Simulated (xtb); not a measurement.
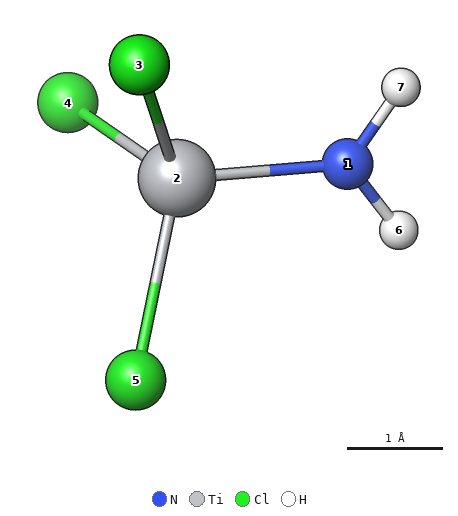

Fig. 1: The structure (ball-and-stick view, seen at a tilt; atoms are numbered from 1 in the order of the input). Sticks mark near contacts. Bond lengths as drawn: Cl–Ti 2.18 to 2.19 Å, H–N 1.01 Å and N–Ti 1.84 Å.

TiNH2Cl3: calculation of the molecule and its ions

The run: calculation of the molecule and its ions of TiNH2Cl3. Method and program: GFN1-xTB, GBSA solvent toluene (xtb 6.7.1).

The geometry comes from this level: PBE0-D4/def2-TZVP.

Input (coord)
```
$coord
     -1.278210750697      0.906312649371      1.536536311933  n
      0.786126067844     -0.516462149860     -0.867573263816  ti
      3.632998474593     -2.725174044323      1.133268756938  cl
     -1.457734732536     -3.013546250941     -3.293414689998  cl
      2.328709503376      2.567570885529     -3.126551873193  cl
     -2.268049294776      2.522217458538      1.283501983846  h
     -1.628377001590      0.130202129987      3.248250235619  h
$end
```

File xcontrol
```
$chrg 0
$spin 0
$scc
   broydamp=0.2
$end
```

Hardware: 1 thread of Intel Xeon @ 2.50GHz (Skylake/Cascade Lake), 16 GiB of memory available, shared host.

Launch command:
```bash
xtb coord --vomega --input xcontrol --dipole --gbsa toluene bar1M > run.log 2> xtb.err
```

Output
```
* xtb version 6.7.1
   ID    Z sym.   atoms
    1    7 n      1
    2   22 ti     2
    3   17 cl     3-5
    4    1 h      6, 7

           -------------------------------------------------
          |                Calculation Setup                |
           -------------------------------------------------

          program call               : xtb coord --vomega --input xcontrol --dipole --gbsa toluene bar1M
          coordinate file            : coord
          omp threads                :                     1

           -------------------------------------------------
          |                 G F N 1 - x T B                 |
           -------------------------------------------------

      * Hamiltonian:
        H0-scaling (s, p, d)           1.850000    2.250000    2.000000
        zeta-weighting                 0.000000
      * Dispersion:
        s8                             2.400000
        a1                             0.630000
        a2                             5.000000
        s9                             0.000000
      * Repulsion:
        kExp                           1.500000
        rExp                           1.000000
      * Coulomb:
        alpha                          2.000000
        third order                    atomic
        anisotropic                    false
      * Halogen bond correction:
        rad-scale                      1.300000
        damping                        0.440000

      * Solvation model:               GBSA
        Solvent                        toluene
        Parameter file                 internal GFN1-xTB/GBSA
        Dielectric constant                7.0000E+00
        Reference state                gsolv [1 bar gas/1 M solution]
        Free energy shift                  7.2600E-03 Eh       4.5557E+00 kcal/mol
        Temperature                        2.9815E+02 K
        Density                            8.6700E-01 kg/L
        Solvent mass                       9.2140E+01 g/mol
        Interaction kernel             Still
        Born radius scaling (c1)           1.5977E+00
        Born radii integrator          GBOBC
        Born offset                        5.3290E-02 a0       1.0070E-01 AA
        H-bond correction              false
        Ion screening                  false
        Surface tension                    1.0000E-05 Eh       1.5569E+01 dyn/cm
        Grid points                               230 per atom

          ...................................................
          :                      SETUP                      :
          :.................................................:
          :  # basis functions                  48          :
          :  # atomic orbitals                  44          :
          :  # shells                           18          :
          :  # electrons                        32          :
          :  # halogen bonds                     3          :
          :  max. iterations                   250          :
          :  Hamiltonian                  GFN1-xTB          :
          :  restarted?                      false          :
          :  GBSA solvation                   true          :
          :  PC potential                    false          :
          :  electronic temp.          300.0000000     K    :
          :  accuracy                    1.0000000          :
          :  -> integral cutoff          0.2500000E+02      :
          :  -> integral neglect         0.1000000E-07      :
          :  -> SCF convergence          0.1000000E-05 Eh   :
          :  -> wf. convergence          0.2000000E-04 e    :
          :  Broyden damping             0.2000000          :
          :  net charge                          0          :
          :  unpaired electrons                  0          :
          ...................................................

 iter      E             dE          RMSdq      gap      omega  full diag
   1    -22.6460087 -0.226460E+02  0.288E+01    0.11       0.0  T
   2    -16.8905957  0.575541E+01  0.128E+01    5.00       1.0  T
   3    -17.9290052 -0.103841E+01  0.983E+00    4.00       1.0  T
   4    -18.5421489 -0.613144E+00  0.510E+00    2.31       1.0  T
   5    -17.2215856  0.132056E+01  0.683E+00    4.45       1.0  T
   6    -18.1537151 -0.932130E+00  0.882E+00    0.85       1.0  T
   7    -18.1427732  0.109419E-01  0.888E+00    0.85       1.0  T
   8    -18.4921248 -0.349352E+00  0.258E+00    1.54       1.0  T
   9    -18.4667527  0.253721E-01  0.385E+00    1.33       1.0  T
  10    -18.4876867 -0.209340E-01  0.308E+00    1.44       1.0  T
  11    -18.5486826 -0.609959E-01  0.379E-01    1.91       1.0  T
  12    -18.5492106 -0.527967E-03  0.858E-02    1.98       1.0  T
  13    -18.5492438 -0.332325E-04  0.576E-02    1.99       1.0  T
  14    -18.5493251 -0.812771E-04  0.388E-02    1.97       1.0  T
  15    -18.5493337 -0.864750E-05  0.307E-02    1.97       1.2  T
  16    -18.5493478 -0.140481E-04  0.555E-03    1.98       6.8  T
  17    -18.5493478 -0.808986E-07  0.117E-03    1.98      32.3  T
  18    -18.5493478  0.359910E-07  0.255E-03    1.98      14.8  T
  19    -18.5493479 -0.486052E-07  0.634E-04    1.98      59.6  T
  20    -18.5493479 -0.346219E-08  0.846E-05    1.98     446.7  T
  21    -18.5493479 -0.275264E-10  0.114E-05    1.98    3317.8  T

   *** convergence criteria satisfied after 21 iterations ***

         #    Occupation            Energy/Eh            Energy/eV
      -------------------------------------------------------------
         1        2.0000           -0.9893970             -26.9229
       ...           ...                  ...                  ...
        10        2.0000           -0.5052480             -13.7485
        11        2.0000           -0.5010035             -13.6330
        12        2.0000           -0.5005495             -13.6206
        13        2.0000           -0.4979796             -13.5507
        14        2.0000           -0.4974230             -13.5356
        15        2.0000           -0.4921418             -13.3919
        16        2.0000           -0.4594270             -12.5016 (HOMO)
        17                         -0.3866490             -10.5213 (LUMO)
        18                         -0.3786792             -10.3044
        19                         -0.3648800              -9.9289
        20                         -0.3547208              -9.6524
        21                         -0.3421197              -9.3096
       ...                                ...                  ...
        44                          0.5553773              15.1126
      -------------------------------------------------------------
                  HL-Gap            0.0727780 Eh            1.9804 eV
             Fermi-level           -0.4230380 Eh          -11.5115 eV

 SCC (total)                   0 d,  0 h,  0 min,  0.019 sec
 SCC setup                      ...        0 min,  0.000 sec (  1.519%)
 Dispersion                     ...        0 min,  0.000 sec (  0.122%)
 classical contributions        ...        0 min,  0.000 sec (  0.128%)
 integral evaluation            ...        0 min,  0.004 sec ( 19.367%)
 iterations                     ...        0 min,  0.009 sec ( 44.374%)
 molecular gradient             ...        0 min,  0.006 sec ( 33.604%)
 printout                       ...        0 min,  0.000 sec (  0.821%)

         :::::::::::::::::::::::::::::::::::::::::::::::::::::
         ::                     SUMMARY                     ::
         :::::::::::::::::::::::::::::::::::::::::::::::::::::
         :: total energy             -18.479837411219 Eh    ::
         :: total w/o Gsasa/hb       -18.474906532312 Eh    ::
         :: gradient norm              0.028167836766 Eh/a0 ::
         :: HOMO-LUMO gap              1.980391113190 eV    ::
         ::.................................................::
         :: SCC energy               -18.549347862269 Eh    ::
         :: -> electrostatic           0.068193002079 Eh    ::
         :: -> Gsolv                  -0.007656085636 Eh    ::
         ::    -> Gelec               -0.002725206730 Eh    ::
         ::    -> Gsasa               -0.012190898240 Eh    ::
         ::    -> Ghb                  0.000000000000 Eh    ::
         ::    -> Gshift               0.007260019333 Eh    ::
         :: repulsion energy           0.073204541686 Eh    ::
         :: dispersion energy         -0.003694090635 Eh    ::
         :: halogen bond corr.         0.000000000000 Eh    ::
         :: add. restraining           0.000000000000 Eh    ::
         :: total charge              -0.000000000000 e     ::
         :::::::::::::::::::::::::::::::::::::::::::::::::::::

           -------------------------------------------------
          |        vertical delta SCC IP calculation        |
           -------------------------------------------------

 iter      E             dE          RMSdq      gap      omega  full diag
   1    -17.9810286 -0.179810E+02  0.299E+00    1.98       0.0  T
   2    -18.0400197 -0.589910E-01  0.227E+00    2.45       1.0  T
   3    -18.0470778 -0.705814E-02  0.139E+00    2.49       1.0  T
   4    -18.0026098  0.444680E-01  0.280E+00    2.51       1.0  T
   5    -17.9971711  0.543864E-02  0.299E+00    2.50       1.0  T
   6    -18.0151243 -0.179532E-01  0.215E+00    2.28       1.0  T
   7    -18.0393158 -0.241915E-01  0.109E+00    2.48       1.0  T
   8    -18.0444415 -0.512568E-02  0.707E-01    2.48       1.0  T
   9    -18.0471650 -0.272347E-02  0.418E-01    2.53       1.0  T
  10    -18.0471926 -0.276645E-04  0.402E-01    2.53       1.0  T
  11    -18.0479111 -0.718482E-03  0.229E-01    2.53       1.0  T
  12    -18.0481576 -0.246504E-03  0.128E-01    2.53       1.0  T
  13    -18.0482648 -0.107144E-03  0.401E-02    2.53       1.0  T
  14    -18.0482755 -0.106755E-04  0.935E-04    2.53      40.4  T
  15    -18.0482754  0.101514E-06  0.571E-03    2.53       6.6  T
  16    -18.0482754 -0.181378E-07  0.443E-03    2.53       8.5  T
  17    -18.0482754 -0.771478E-07  0.121E-03    2.53      31.1  T
  18    -18.0482755 -0.779854E-08  0.557E-04    2.53      67.8  T
  19    -18.0482755 -0.163890E-08  0.254E-04    2.53     148.8  T
  20    -18.0482755 -0.461359E-09  0.276E-05    2.53    1371.5  T
  21    -18.0482755 -0.103029E-11  0.126E-05    2.53    2999.6  T
     SCC iter.                  ...        0 min,  0.008 sec
     gradient                   ...        0 min,  0.007 sec
------------------------------------------------------------------------
empirical IP shift (eV):    4.8455
delta SCC IP (eV):    8.7894
------------------------------------------------------------------------
           -------------------------------------------------
          |        vertical delta SCC EA calculation        |
           -------------------------------------------------

 iter      E             dE          RMSdq      gap      omega  full diag
   1    -18.8172129 -0.188172E+02  0.416E+00    0.18       0.0  T
   2    -18.8807172 -0.635043E-01  0.313E+00    0.17       1.0  T
   3    -18.8924100 -0.116928E-01  0.239E+00    0.19       1.0  T
   4    -18.8954320 -0.302201E-02  0.117E+00    0.20       1.0  T
   5    -18.8931784  0.225363E-02  0.835E-01    0.18       1.0  T
   6    -18.8951825 -0.200409E-02  0.628E-01    0.18       1.0  T
   7    -18.8967223 -0.153983E-02  0.194E-01    0.19       1.0  T
   8    -18.8968471 -0.124852E-03  0.502E-02    0.19       1.0  T
   9    -18.8968592 -0.120121E-04  0.893E-03    0.19       4.2  T
  10    -18.8968593 -0.116373E-06  0.748E-03    0.19       5.1  T
  11    -18.8968595 -0.206971E-06  0.288E-03    0.19      13.1  T
  12    -18.8968595 -0.305924E-07  0.750E-05    0.19     503.8  T
  13    -18.8968595 -0.382201E-10  0.154E-05    0.19    2462.0  T
     SCC iter.                  ...        0 min,  0.005 sec
     gradient                   ...        0 min,  0.006 sec
------------------------------------------------------------------------
empirical EA shift (eV):    4.8455
delta SCC EA (eV):    4.6108
------------------------------------------------------------------------

------------------------------------------------------------------------
Calculation of global electrophilicity index (IP+EA)²/(8·(IP-EA))
Global electrophilicity index (eV):    5.3715
------------------------------------------------------------------------
           -------------------------------------------------
          |                Property Printout                |
           -------------------------------------------------

    * Orbital Energies and Occupations

         #    Occupation            Energy/Eh            Energy/eV
      -------------------------------------------------------------
         1        2.0000           -0.9235583             -25.1313
       ...           ...                  ...                  ...
         5        2.0000           -0.5528711             -15.0444
         6        2.0000           -0.5293304             -14.4038
         7        2.0000           -0.4755564             -12.9405
         8        2.0000           -0.4721067             -12.8467
         9        2.0000           -0.4706905             -12.8081
        10        2.0000           -0.4605908             -12.5333
        11        2.0000           -0.4605398             -12.5319
        12        2.0000           -0.4582582             -12.4698
        13        2.0000           -0.4570249             -12.4363
        14        2.0000           -0.4550118             -12.3815
        15        2.0000           -0.4462009             -12.1417
        16        2.0000           -0.3910899             -10.6421
        17        0.9752           -0.3068302              -8.3493 (HOMO)
        18        0.0248           -0.2998543              -8.1595 (LUMO)
        19                         -0.2874222              -7.8212
        20                         -0.2777977              -7.5593
        21                         -0.2654505              -7.2233
        22                         -0.1047288              -2.8498
        23                         -0.0442680              -1.2046
        24                         -0.0221786              -0.6035
        25                         -0.0081004              -0.2204
        26                         -0.0077025              -0.2096
        27                         -0.0071800              -0.1954
        28                         -0.0070985              -0.1932
       ...                                ...                  ...
        44                          0.6274989              17.0751
      -------------------------------------------------------------
                  HL-Gap            0.0069759 Eh            0.1898 eV
             Fermi-level           -0.3261512 Eh           -8.8750 eV

  Mulliken/CM5 charges         n(s)   n(p)   n(d)
     1n    -0.59226 -1.21798   1.397  4.195  0.000
     2ti    0.39133  0.92214   0.862  0.870  1.877
     3cl   -0.41236 -0.50434   1.834  5.584 -0.005
     4cl   -0.41800 -0.50754   1.836  5.588 -0.006
     5cl   -0.41264 -0.50450   1.834  5.584 -0.005
     6h     0.22195  0.40609   0.778  0.000  0.000
     7h     0.22198  0.40612   0.778  0.000  0.000

Wiberg/Mayer (AO) data.
largest (>0.10) Wiberg bond orders for each atom

 ---------------------------------------------------------------------------
     #   Z sym  total        # sym  WBO       # sym  WBO       # sym  WBO
 ---------------------------------------------------------------------------
     1   7 n    3.131 --     2 ti   1.244     7 h    0.897     6 h    0.897
     2  22 ti   4.004 --     1 n    1.244     3 cl   0.898     5 cl   0.897
                             4 cl   0.884
     3  17 cl   1.005 --     2 ti   0.898
     4  17 cl   0.994 --     2 ti   0.884
     5  17 cl   1.005 --     2 ti   0.897
     6   1 h    0.947 --     1 n    0.897
     7   1 h    0.947 --     1 n    0.897
 ---------------------------------------------------------------------------

Topologies differ in total number of bonds
Writing topology from bond orders to xtbtopo.mol

 dipole moment from electron density (au)
     X       Y       Z
  -1.8491   1.2837   2.1536  total (Debye):    7.918

           -------------------------------------------------
          | TOTAL ENERGY              -18.827349063803 Eh   |
          | GRADIENT NORM               0.025380960809 Eh/α |
          | HOMO-LUMO GAP               0.189824342213 eV   |
           -------------------------------------------------

------------------------------------------------------------------------
------------------------------------------------------------------------
 total:
 *  cpu-time:     0 d,  0 h,  0 min,  0.062 sec
 * ratio c/w:     1.000 speedup
 SCF:
 *  cpu-time:     0 d,  0 h,  0 min,  0.054 sec
 * ratio c/w:     1.000 speedup
```

Standard error
```
normal termination of xtb
```

Summary

```json
{"quantity": "outcome", "value": "converged"}
{"quantity": "electrons treated", "value": "32"}
{"quantity": "total energy", "value": "−18.479837 hartree"}
{"quantity": "dispersion energy", "value": "−0.003694 hartree"}
{"quantity": "solvation energy", "value": "−0.007656 hartree"}
{"quantity": "basis functions", "value": "48"}
{"quantity": "peak memory", "value": "0.077 GiB"}
```

Remarks

Settings chosen away from the usual ones: method = gfn2-xtb; task = vomega; x = {"broyden_damping": 0.2}; partner = base; sm = GBSA; solvent = toluene.
